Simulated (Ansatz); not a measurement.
One stationary structure of MgS. Space group Fm-3m (No. 225), rock salt type. Computed with r2SCAN (plane waves to 500 eV, PAW, scalar-relativistic; Ansatz, a first-principles code).

Space group Fm-3m (No. 225); a = b = c = 5.203 Å, α = β = γ = 90.00°

```tsv
atom	site	symmetry	x	y	z
S	4a	m-3m	0.0000	0.0000	0.0000
Mg	4b	m-3m	0.5000	0.5000	0.5000
```
(The calculation used a cell of 2 atoms; values per cell refer to that cell.)

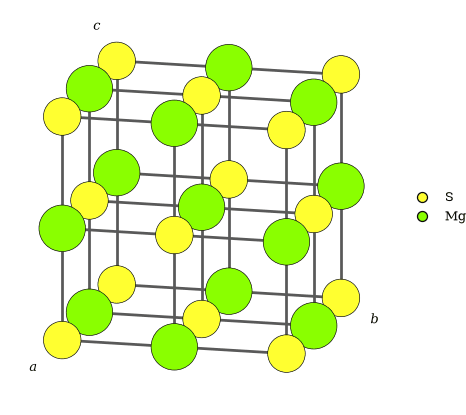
Figure: The conventional cell of the relaxed structure

```yaml
volume_per_atom: 17.61 Å³
band_gap: 3.46 eV, indirect (valence top at Γ, conduction bottom at X) (no spin-orbit coupling)
smallest_direct_gap: 4.64 eV at Γ
shortest_distances: Mg–S 2.60 Å
k-mesh: 11×11×11
```

Band energies at high-symmetry points (eV from the VBM; labels of this space group; no spin-orbit coupling), from −5 eV up to 4.6 eV:

| point | energies |
|---|---|
| Γ | 0.00 0.00 0.00 |
| X | -4.27 -1.73 -1.73 3.46 |
| U | -3.75 -3.20 -1.40 4.56 |
| K | -3.75 -3.20 -1.40 4.56 |
| L | -4.87 -0.62 -0.62 |
| W | -3.28 -3.28 -2.34 |

No spin polarisation in the result.

Measured for MgS: a 5.188 Å (static lattice; corrected from measurement; as listed in Tamar Goldzak et al., The Journal of Chemical Physics (2022)). Computed minus measured — a: r2SCAN +0.3 %. The computed values are for a static lattice.

The run could not lose the symmetry of its start; a randomly shaken copy of 2 atoms returns to this structure.

All atoms sit on sites fixed by symmetry, so only the cell could relax.
